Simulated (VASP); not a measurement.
Band structure of Mg (hcp). Computed with AM05 GGA, VASP's PBE PAW potentials (set 64) (plane waves; VASP 6.6.1).

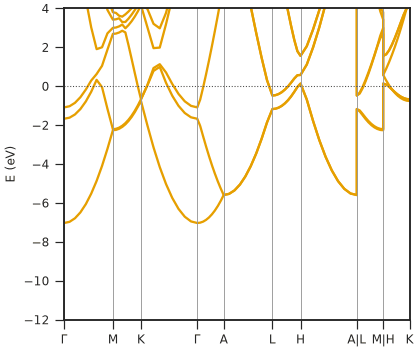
Figure. Bands along high-symmetry lines, zero at the valence-band maximum or, without a gap, the Fermi level

Q: Read the plot: is there a gap, and where are the band edges?

A: It has no gap at this level: it comes out as a metal or semimetal. (Edges off the drawn lines would not show.)

The compound is Mg in the hcp structure. It was relaxed first.
